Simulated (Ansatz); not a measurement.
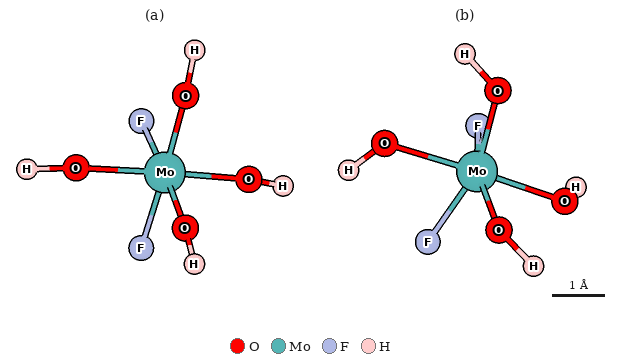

The structure of MoH4O4F2 before (left) and after (right) a relaxation, at one scale.

A ball-and-stick model, seen at a tilt.

The start comes from GFN2-xTB.

Computed with RKS PBE0-D4/def2-TZVP (Ansatz 0.2.0). Set-up: force threshold 0.005 eV/Å; at most 150 steps.

Summarise the run.

The energy falls by 114.0 kJ/mol in 30 accepted moves (31 points after the start). The largest force component goes from 3.2 to 0.0029 eV/Å. The line search rejected the trial step at point 21 of the run. The largest moves after the best rigid fit, 0.77 Å, are those of H atoms. Largest moves by element: H 0.77 Å, F 0.53 Å, O 0.47 Å, Mo 0.12 Å. Near-neighbour distances that change, for instance: Mo–O 1.770 → 1.901 Å, Mo–O 1.757 → 1.840 Å, F–Mo 1.833 → 1.875 Å, H–O 0.957 → 0.963 Å. Bond angles that change, for instance: Mo–O–H 171.2° → 124.2°, Mo–O–H 157.3° → 115.5°, Mo–O–H 156.5° → 115.5°. The run took 3.5 min on 4 threads of Arm Neoverse V2, with other jobs on the host.
